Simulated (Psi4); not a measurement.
# TiO2 (SMILES [O]=[Ti]=[O]): a chain of runs

Wanted: a geometry optimisation (singlet TiO2, r2SCAN-3c/def2-mTZVPP), then the energy (doublet [TiO2]+, U-r2SCAN-3c/def2-mTZVPP), then a structure relaxation (doublet [TiO2]+, U-r2SCAN-3c/def2-mTZVPP), then a single-point energy (singlet TiO2, r2SCAN-3c/def2-mTZVPP) of O2Ti. 

The results are computed with Psi4 1.11.

### 1 The system as given

TiO2 has 3 atoms, charge 0, and is taken as a singlet. SMILES: `[O]=[Ti]=[O]`. The shape comes from GFN2-xTB, which is rough for such elements, and wasn't checked as a minimum. The run starts from this shape.

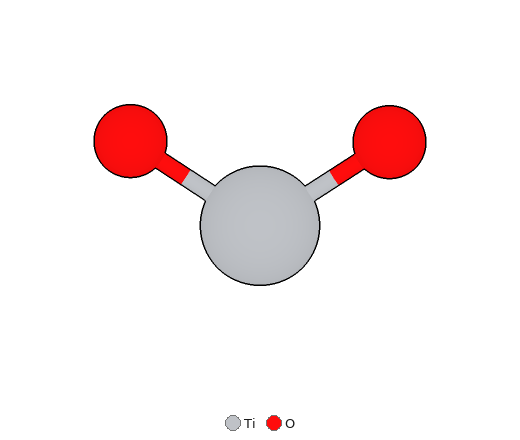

Viewed from a chosen angle; titanium light grey, oxygen red.

### 2 A geometry optimisation at r2SCAN-3c/def2-mTZVPP (density fitting) (run 1)

calc.inp reads:

```
memory 1600 MB

molecule m {
  0 1
  Ti
  O 1 1.629684
  O 1 1.629728 2 113.62734
  units angstrom
}


opt('r2scan-3c')
```

Started as:

```console
psi4 calc.inp calc.out -n 1
```

calc.out:

```text
[...]
  Running in cs symmetry.
[...]
  Nuclear repulsion =  126.712612554035047
[...]
  Multiplicity = 1
[...]
  Nalpha       = 19
  Nbeta        = 19
[...]
    Number of basis functions: 81
[...]
   @DF-RKS iter   1:  -999.15624141498631    1.40687e-02   2.31099e-02 DIIS/ADIIS
[...]
   @DF-RKS iter   9:  -999.91890015985723   -9.09495e-13   6.50649e-09 DIIS
[...]
    Orbital Energies [Eh]
    ---------------------
    Doubly Occupied:
       1Ap  -178.443575     2Ap   -19.736612     3Ap   -18.903144
       4Ap   -18.903144     5Ap   -16.436416     1App  -16.435904
       6Ap   -16.431677     7Ap    -2.307322     8Ap    -1.437520
       9Ap    -1.437125     2App   -1.430434    10Ap    -0.808117
      11Ap    -0.794849    12Ap    -0.295079    13Ap    -0.286934
       3App   -0.277660     4App   -0.264076    14Ap    -0.253460
      15Ap    -0.215332
[...]
  @DF-RKS Final Energy:  -999.91890015985723
   => Energetics <=
    Nuclear Repulsion Energy =            125.6496568183401052
    One-Electron Energy =               -1623.4505441419059935
    Two-Electron Energy =                 557.1009166198005005
    DFT Exchange-Correlation Energy =     -59.2202701314837583
    Empirical Dispersion Energy =           0.0013406753918194
    VV10 Nonlocal Energy =                  0.0000000000000000
    Total Energy =                       -999.9189001598572304
[...]
 Multipole Moments:
 ------------------------------------------------------------------------------------
     Multipole            Electronic (a.u.)      Nuclear  (a.u.)        Total (a.u.)
 ------------------------------------------------------------------------------------
 L = 1.  Multiply by 2.5417464519 to convert [e a0] to [Debye]
 Dipole X            :          3.3054404           -1.1555138            2.1499266
 Dipole Y            :          2.2928880           -0.8015469            1.4913411
 Dipole Z            :          0.0000000            0.0000000            0.0000000
 Magnitude           :                                                    2.6165402
[...]
  -Total Gradient:
     Atom            X                  Y                   Z
    ------   -----------------  -----------------  -----------------
       1        0.000122574317     0.000084455252     0.000000000000
       2       -0.000085717291    -0.000352054643     0.000000000000
       3       -0.000360312974     0.000043237542     0.000000000000
[...]
    Final optimized geometry and variables:
    Molecular point group: cs
    Full point group: Cs
    Geometry (in Angstrom), charge = 0, multiplicity = 1:
    TI
    O             1    1.646477
    O             1    1.646478      2  110.504083
    Psi4 run time: 0:00:18.58
[...]
```

The script printed:

```text
Optimizer: Optimization complete!
```

Run time: 20 s. Hardware: 1 thread of Intel Xeon Platinum 8375C at 2.90GHz (Ice Lake), shared host; peak memory 0.59 GiB.

Steps, from the record of the run:

| step | energy from the first frame kept (eV) | largest force (eV/Å) |
| --- | --- | --- |
| 0 | 0.0000 | 1.4959 |
| 1 | -0.0277 | 0.3675 |
| 2 | -0.0292 | 0.0187 |

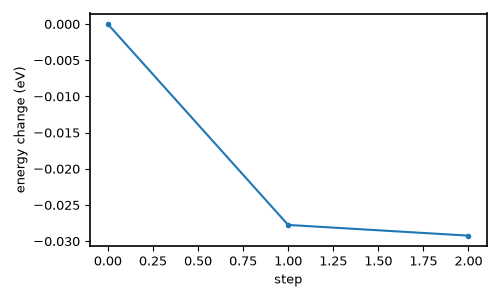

Energy along the run.

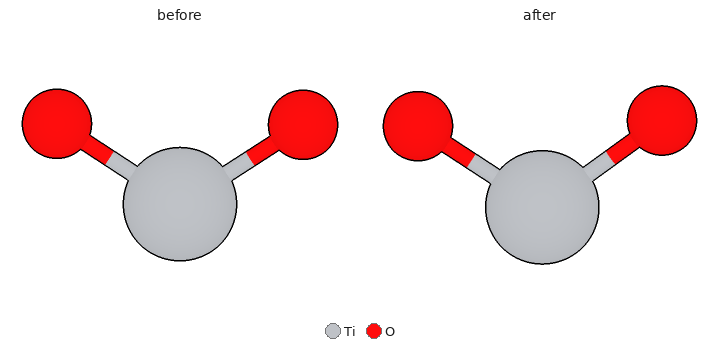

Before and after, at one scale.

After the run. Bond lengths: Ti1–O2 1.646 Å, Ti1–O3 1.646 Å. Angles: O2–Ti1–O3 110.5°.

### 3 The doublet cation: the energy at U-r2SCAN-3c/def2-mTZVPP (density fitting) (run 2)

calc.py reads:

```python
import psi4

psi4.set_memory(1600000000)
psi4.set_num_threads(1)
psi4.core.set_output_file('o2ti.out', False)

molecule = psi4.geometry("""
1 2
Ti    -0.005549    -0.005684    -0.613156
O      1.365272    -0.020172     0.298724
O     -1.339537     0.025855     0.351402
symmetry c1
""")

options = {'reference': 'uks'}
psi4.set_options(options)

e_tot = psi4.energy("r2scan-3c", molecule=molecule)
print('E =', round(e_tot, 9))
for k, v in sorted(psi4.core.scalar_variables().items()):
    print(f'{k:45s} {v:18.10f}')
```

Started as:

```console
python calc.py
```

o2ti.out:

```text
[...]
  Running in c1 symmetry.
[...]
  Nuclear repulsion =  125.649634652212711
[...]
  Multiplicity = 2
[...]
  Nalpha       = 19
  Nbeta        = 18
[...]
    Number of basis functions: 81
[...]
   @DF-UKS iter   1:  -999.12621083665499    1.59087e-02   1.29006e-02 DIIS/ADIIS
[...]
   @DF-UKS iter  13:  -999.56973361872872   -8.98842e-09   1.16671e-07 DIIS
[...]
   @S^2 Observed:                8.002709263E-01
[...]
    Orbital Energies [Eh]
    ---------------------
    Alpha Occupied:
       1A   -178.758840     2A    -20.052160     3A    -19.260890
       4A    -19.260890     5A    -16.752138     6A    -16.751586
       7A    -16.748111     8A     -2.612433     9A     -1.746916
      10A     -1.738996    11A     -1.731941    12A     -1.156041
      13A     -1.142196    14A     -0.647665    15A     -0.605367
      16A     -0.594170    17A     -0.585003    18A     -0.580850
      19A     -0.574169
    Alpha Virtual:
      20A     -0.379307    21A     -0.376045    22A     -0.337274
      23A     -0.336244    24A     -0.272957    25A     -0.226643
[...]
  @DF-UKS Final Energy:  -999.56973361872872
   => Energetics <=
    Nuclear Repulsion Energy =            125.6496346522127112
    One-Electron Energy =               -1611.3695012975827012
    Two-Electron Energy =                 545.0170610451270932
    DFT Exchange-Correlation Energy =     -58.8682942945468284
    Empirical Dispersion Energy =           0.0013662760610291
    VV10 Nonlocal Energy =                  0.0000000000000000
    Total Energy =                       -999.5697336187287192
[...]
 Multipole Moments:
 ------------------------------------------------------------------------------------
     Multipole            Electronic (a.u.)      Nuclear  (a.u.)        Total (a.u.)
 ------------------------------------------------------------------------------------
 L = 1.  Multiply by 2.5417464519 to convert [e a0] to [Debye]
 Dipole X            :          0.0667199           -0.0273792            0.0393407
 Dipole Y            :         -3.4261381            1.4060370           -2.0201011
 Dipole Z            :         -0.0000000           -0.0000000           -0.0000000
 Magnitude           :                                                    2.0204841
[...]
```

The script printed:

```text
E = -999.569733619
CURRENT ENERGY                                   -999.5697336187
CURRENT REFERENCE ENERGY                         -999.5697336187
DD SOLVATION ENERGY                                 0.0000000000
DFT FUNCTIONAL TOTAL ENERGY                      -999.5710998948
DFT TOTAL ENERGY                                 -999.5697336187
DFT VV10 ENERGY                                     0.0000000000
DFT XC ENERGY                                     -58.8682942945
DISPERSION CORRECTION ENERGY                        0.0013662761
GRID ELECTRONS ALPHA                               19.0000383837
GRID ELECTRONS BETA                                18.0000289414
GRID ELECTRONS TOTAL                               37.0000673251
NUCLEAR REPULSION ENERGY                          125.6496346522
ONE-ELECTRON ENERGY                             -1611.3695012976
PCM POLARIZATION ENERGY                             0.0000000000
PE ENERGY                                           0.0000000000
R2SCAN3C DISPERSION CORRECTION ENERGY              -0.0003761685
SCF ITERATION ENERGY                             -999.5697336187
SCF ITERATIONS                                     13.0000000000
SCF TOTAL ENERGY                                 -999.5697336187
TWO-ELECTRON ENERGY                               545.0170610451
XC GRID RADIAL POINTS                              75.0000000000
XC GRID SPHERICAL POINTS                          302.0000000000
XC GRID TOTAL POINTS                            65954.0000000000
```

Run time: 11 s. Hardware: 1 thread of Intel Xeon Platinum 8375C at 2.90GHz (Ice Lake), shared host; peak memory 0.57 GiB.

### 4 The doublet cation: a geometry optimisation at U-r2SCAN-3c/def2-mTZVPP (density fitting) (run 3)

o2ti.xyz reads:

```xyz
3
O2Ti
Ti    -0.005549    -0.005684    -0.613156
O      1.365272    -0.020172     0.298724
O     -1.339537     0.025855     0.351402
```

calc.py reads:

```python
import psi4

psi4.set_memory('1600 MB')
psi4.set_num_threads(1)
psi4.set_output_file('o2ti.out', False)

with open('o2ti.xyz') as f:
    atoms = ''.join(f.readlines()[2:])
molecule = psi4.geometry('1 2\n' + atoms + 'symmetry c1')

psi4.set_options({
    'reference': 'uks',
})

e, wfn = psi4.optimize("R2SCAN-3C", return_wfn=True)
print(f'R2SCAN-3C energy: {e:.10f} Eh')
print(molecule.to_string(dtype='xyz', units='Angstrom'))
```

Started as:

```console
python calc.py
```

o2ti.out:

```text
[...]
  Running in c1 symmetry.
[...]
  Nuclear repulsion =  125.649634652212711
[...]
  Multiplicity = 2
[...]
  Nalpha       = 19
  Nbeta        = 18
[...]
    Number of basis functions: 81
[...]
   @DF-UKS iter   1:  -999.12621083665499    1.59087e-02   1.29006e-02 ADIIS/DIIS
[...]
   @DF-UKS iter  10:  -999.57447052162399   -2.72848e-12   7.38471e-09 DIIS
[...]
   @S^2 Observed:                8.048975855E-01
[...]
    Orbital Energies [Eh]
    ---------------------
    Alpha Occupied:
       1A   -178.755203     2A    -20.047446     3A    -19.256188
       4A    -19.256187     5A    -16.746967     6A    -16.746355
       7A    -16.744541     8A     -2.606605     9A     -1.737291
      10A     -1.735851    11A     -1.725925    12A     -1.147260
      13A     -1.141104    14A     -0.643413    15A     -0.599891
      16A     -0.583766    17A     -0.578123    18A     -0.571424
      19A     -0.570396
    Alpha Virtual:
      20A     -0.371850    21A     -0.363785    22A     -0.342546
      23A     -0.332578    24A     -0.268020    25A     -0.252481
[...]
  @DF-UKS Final Energy:  -999.57447052162399
   => Energetics <=
    Nuclear Repulsion Energy =            126.2504123704091370
    One-Electron Energy =               -1612.7800552269682157
    Two-Electron Energy =                 545.8164248907695537
    DFT Exchange-Correlation Energy =     -58.8629273848285592
    Empirical Dispersion Energy =           0.0016748289941499
    VV10 Nonlocal Energy =                  0.0000000000000000
    Total Energy =                       -999.5744705216239936
[...]
 Multipole Moments:
 ------------------------------------------------------------------------------------
     Multipole            Electronic (a.u.)      Nuclear  (a.u.)        Total (a.u.)
 ------------------------------------------------------------------------------------
 L = 1.  Multiply by 2.5417464519 to convert [e a0] to [Debye]
 Dipole X            :          0.0780641           -0.0326635            0.0454006
 Dipole Y            :         -4.0087480            1.6774289           -2.3313191
 Dipole Z            :         -0.0000000           -0.0000000           -0.0000000
 Magnitude           :                                                    2.3317611
[...]
  -Total Gradient:
     Atom            X                  Y                   Z
    ------   -----------------  -----------------  -----------------
       1        0.000003531731    -0.000180897269     0.000000000000
       2       -0.000029248736    -0.000327465735    -0.000000000000
       3        0.000041976261    -0.000326063276     0.000000000000
[...]
    Final optimized geometry and variables:
    Molecular point group: c1
    Full point group: Cs
    Geometry (in Angstrom), charge = 1, multiplicity = 2:
    TI           0.008722669183    -0.447951233582     0.000000000000
    O           -1.234825912947     0.647619381192    -0.000000000000
    O            1.208677974940     0.695203651533     0.000000000000
[...]
```

Standard output:

```text
Optimizer: Optimization complete!
R2SCAN-3C energy: -999.5744705216 Eh
3
1 2 O2Ti
Ti                    0.008722669183    -0.447951233582     0.000000000000
O                    -1.234825912947     0.647619381192     0.000000000000
O                     1.208677974940     0.695203651533     0.000000000000
```

Wall time 59 s (1 thread of Intel Xeon Platinum 8375C at 2.90GHz (Ice Lake), shared host); peak memory 0.6 GiB.

The path in brief:

| step | energy from the first frame kept (eV) | largest force (eV/Å) |
| --- | --- | --- |
| 0 | 0.0000 | 1.2601 |
| 1 | -0.0885 | 0.5663 |
| 2 | -0.1273 | 0.1561 |
| 3 | -0.1287 | 0.0377 |
| 4 | -0.1289 | 0.0291 |
| 5 | -0.1289 | 0.0169 |

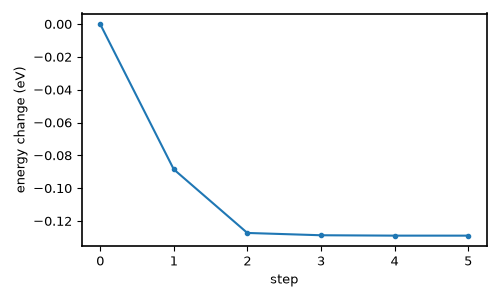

Energy along the run.

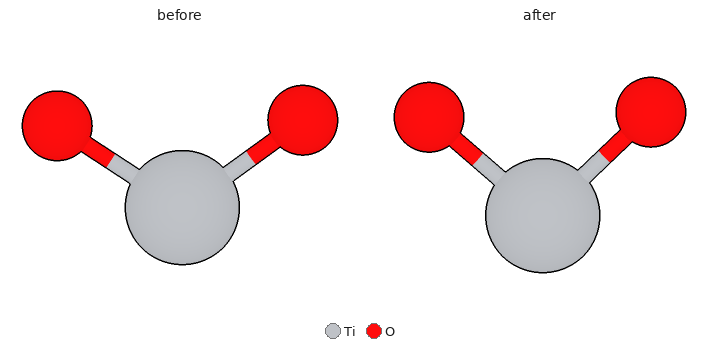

Before and after, at one scale.

After the run. Bond lengths: Ti1–O2 1.657 Å, Ti1–O3 1.657 Å. Angles: O2–Ti1–O3 95.0°.

### 5 The energy at r2SCAN-3c/def2-mTZVPP (density fitting) (run 4)

calc.inp reads:

```
memory 1.6 GB

molecule {
  Ti    -0.006971    -0.006343    -0.685627
  O      1.236575    -0.016959     0.409895
  O     -1.206576     0.024616     0.457477
}

set reference rks

e, wfn = energy('r2scan-3c', return_wfn=True)
print_variables()
```

Started as:

```console
psi4 -i calc.inp -o calc.out -n 1
```

calc.out:

```text
[...]
  Running in cs symmetry.
[...]
  Nuclear repulsion =  126.250394623064807
[...]
  Multiplicity = 1
[...]
  Nalpha       = 19
  Nbeta        = 19
[...]
    Number of basis functions: 81
[...]
   @DF-RKS iter   1:  -999.05334435871896    7.67034e-02   2.39801e-02 DIIS/ADIIS
[...]
   @DF-RKS iter  12:  -999.90670137439008   -5.23830e-08   2.55607e-07 DIIS
[...]
    Orbital Energies [Eh]
    ---------------------
    Doubly Occupied:
       1Ap  -178.443456     2Ap   -19.733986     3Ap   -18.899286
       4Ap   -18.899285     5Ap   -16.433263     1App  -16.432858
       6Ap   -16.430723     7Ap    -2.302776     8Ap    -1.435475
       9Ap    -1.429292     2App   -1.425477    10Ap    -0.799214
      11Ap    -0.792898    12Ap    -0.290589    13Ap    -0.280858
       3App   -0.267049     4App   -0.260888    14Ap    -0.251539
      15Ap    -0.199977
[...]
  @DF-RKS Final Energy:  -999.90670137439008
   => Energetics <=
    Nuclear Repulsion Energy =            126.2503946230648069
    One-Electron Energy =               -1624.8185000357207173
    Two-Electron Energy =                 557.8617170851979381
    DFT Exchange-Correlation Energy =     -59.2019627795812937
    Empirical Dispersion Energy =           0.0016497326493465
    VV10 Nonlocal Energy =                  0.0000000000000000
    Total Energy =                       -999.9067013743900816
[...]
 Multipole Moments:
 ------------------------------------------------------------------------------------
     Multipole            Electronic (a.u.)      Nuclear  (a.u.)        Total (a.u.)
 ------------------------------------------------------------------------------------
 L = 1.  Multiply by 2.5417464519 to convert [e a0] to [Debye]
 Dipole X            :          0.0880790           -0.0326628            0.0554161
 Dipole Y            :         -4.5236070            1.6774287           -2.8461783
 Dipole Z            :          0.0000000            0.0000000            0.0000000
 Magnitude           :                                                    2.8467177
[...]
```

Run time: 8.7 s. Hardware: 1 thread of Intel Xeon Platinum 8375C at 2.90GHz (Ice Lake), shared host; peak memory 0.58 GiB.

### 6 What came out

```
                                                               quantity          value
                  run 1, r2SCAN-3c/def2-mTZVPP: total energy at the end  -999.91890 Eh
                            run 1, r2SCAN-3c/def2-mTZVPP: dipole moment         6.65 D
                              run 1, r2SCAN-3c/def2-mTZVPP: HOMO energy       -5.86 eV
                              run 1, r2SCAN-3c/def2-mTZVPP: LUMO energy       -2.94 eV
                            run 1, r2SCAN-3c/def2-mTZVPP: HOMO–LUMO gap        2.92 eV
                                    doublet cation, run 2: total energy  -999.56973 Eh
              doublet cation, run 2: HOMO energy (highest over α and β)      -15.13 eV
               doublet cation, run 2: LUMO energy (lowest over α and β)      -13.04 eV
                                            doublet cation, run 2: ⟨S²⟩          0.800
                         doublet cation, run 3: total energy at the end  -999.57447 Eh
              doublet cation, run 3: HOMO energy (highest over α and β)      -15.10 eV
               doublet cation, run 3: LUMO energy (lowest over α and β)      -12.57 eV
                                            doublet cation, run 3: ⟨S²⟩          0.805
                             run 4, r2SCAN-3c/def2-mTZVPP: total energy  -999.90670 Eh
                            run 4, r2SCAN-3c/def2-mTZVPP: dipole moment         7.24 D
                              run 4, r2SCAN-3c/def2-mTZVPP: HOMO energy       -5.44 eV
                              run 4, r2SCAN-3c/def2-mTZVPP: LUMO energy       -2.96 eV
                            run 4, r2SCAN-3c/def2-mTZVPP: HOMO–LUMO gap        2.49 eV
adiabatic ionisation energy (to the doublet cation, no zero-point term)       9.372 eV
```

What this shows: The adiabatic ionisation energy (to the doublet cation, no zero-point term) is 9.37 eV (904 kJ/mol). The optimisation (run 1, r2SCAN-3c/def2-mTZVPP) took 3 steps and changed the energy by -0.029 eV. The optimisation (doublet cation, run 3) took 6 steps and changed the energy by -0.129 eV.
